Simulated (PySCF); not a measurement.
**C5H9PS: density, localisation and related maps**

Input

```
{"job": {"kind": "nmr", "xc": "PBE0", "basis": "pcSseg-1"}, "charge": 0, "multiplicity": 1}
C      2.270745    -0.375630    -0.161232
C      0.794653    -0.261672    -0.021816
C     -0.131140    -1.207652    -0.147376
C     -1.569353    -0.826574     0.042878
C     -1.677230     0.701310    -0.027529
P      0.018289     1.356720     0.291177
S      0.629129     2.908424    -0.679132
H      2.628394     0.392781    -0.847948
H      2.753607    -0.203523     0.801739
H      2.559758    -1.356230    -0.532427
H      0.105995    -2.241823    -0.349340
H     -1.906807    -1.192627     1.017113
H     -2.195745    -1.300787    -0.715708
H     -1.944285     1.030224    -1.037291
H     -2.412073     1.113643     0.665186
H      0.068463     1.472358     1.690295
```

Launched as:

```sh
OMP_NUM_THREADS=1 python probes_run.py task.json out
```

Geometry: GFN2-xTB.

The calculation used PBE0/pcSseg-1, SCF density, gas phase, non-relativistic (PySCF).

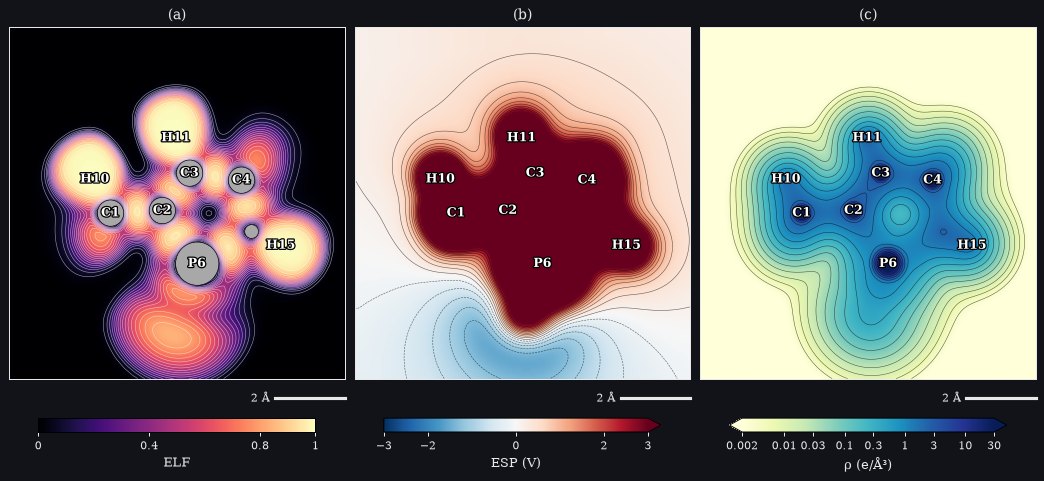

Figure 1. (a) electron localisation function; (b) molecular electrostatic potential; (c) total electron density on the plane of atoms C1, C2 and P6. Grey discs cover the atomic cores in the ELF map.

What does the map show?

- Atoms in the plane: C, P and H.
- C–C (1.33 Å): ρ at the midpoint is about 2.3 e/Å³; the ELF peaks at about 0.90 between the atoms: a short, multiple covalent bond.
- C–P (1.82 Å): the density is about 1.2 e/Å³ at the midpoint; the ELF peaks at about 0.95 between the atoms: localised, covalent bonding.
- C–H (1.08 Å): ρ at the midpoint is about 2 e/Å³; the ELF climbs to about 1 towards the hydrogen, as it does in any bond to H; an ordinary covalent bond to hydrogen.
- C–C (1.49 Å): the density is about 1.7 e/Å³ at the midpoint; the ELF peaks at about 0.95 between the atoms; localised, covalent bonding.
- The ELF also peaks beside S7, away from the bonds: lone-pair regions.
- Outside the dense part of the molecule the potential is most negative (−1.5 V) near S7, which lies off the plane.

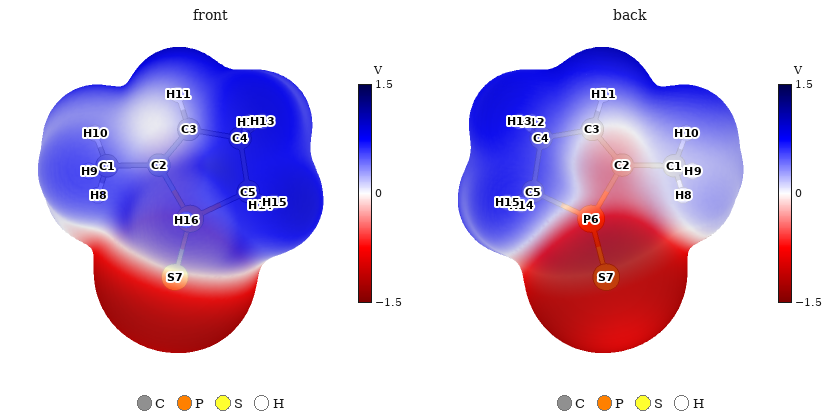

Figure 2. The electrostatic potential painted on the density surface at 0.001 e/bohr³, seen from the front and from behind; red is negative and blue positive.

Which sites attract a positive test charge, and which a negative one?

A positive charge is drawn to the negative regions and a negative charge to the positive ones. The most negative region (about −1.3 V) lies over S7, the most positive (about +1.0 V) over H11 and H15.
